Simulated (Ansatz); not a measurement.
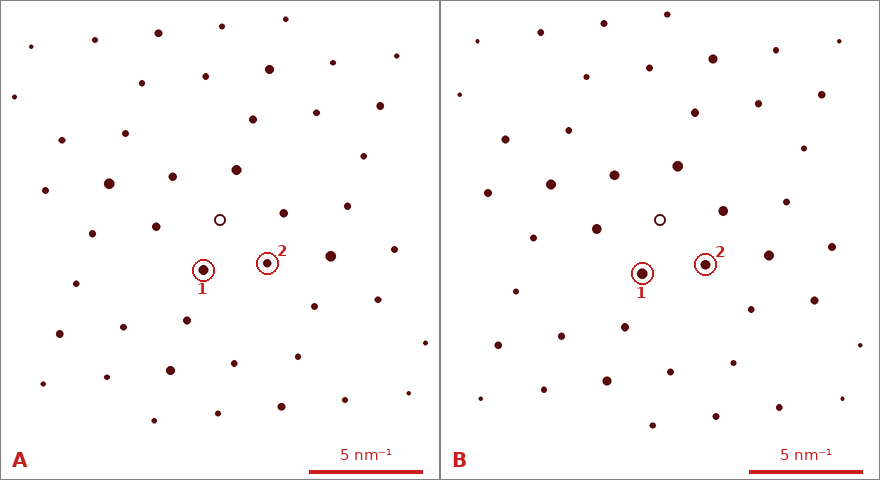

Kinematic electron diffraction patterns (120 kV, B = 0.5 Å², same scale) along [011] of the run's own cell, for the start and the end of one relaxation of BiP with DFT PBE, scalar-relativistic, plane waves, PAW in Ansatz 0.2.0. k mesh 8×8×6. The start is a generated model structure, and the relaxation ends in the nearest stationary point of its symmetry, not necessarily the ground state. Spot 1 is -1 0 0 and spot 2 is 0 -1 1 in both.

Start structure:

```yaml
crystal:
  lattice:
    - [4.58522, 0.00000, 0.00000]
    - [-2.29261, 3.97091, 0.00000]
    - [0.00000, 0.00000, 7.50953]
  atoms:
    - { symbol: Bi, position: [0.66667, 0.33333, 0.00000] }
    - { symbol: Bi, position: [0.33333, 0.66667, 0.50000] }
    - { symbol: P, position: [0.66667, 0.33333, 0.62520] }
    - { symbol: P, position: [0.33333, 0.66667, 0.12520] }
```

> Which pattern belongs to the start structure, and which to the relaxed one?

B is the start: its cell gives d(1) = 3.971 Å, d(2) = 3.510 Å and an angle of 63.8°. A is the relaxed structure, with d(1) = 4.248 Å (+7.0 %), d(2) = 3.499 Å (-0.3 %) and 65.7°.

> Name reflections whose intensity changes strongly on relaxation.

1 -3 3 goes from 35 to 17 % of the strongest spot; 0 1 -1 goes from 81 to 49 % of the strongest spot.

> Summarise the relaxation behind the change.

The volume changed by -5.9 % to 32.16 Å³ an atom; with the mean shift removed, the atoms moved by up to 0.20 Å relative to the cell (P most); the space group stayed P6_3mc (No. 186); the free energy fell by 61 meV an atom. Relaxed cell: a = 4.905 Å, b = 4.905 Å, c = 6.174 Å, α = 90.00°, β = 90.00°, γ = 120.00°.
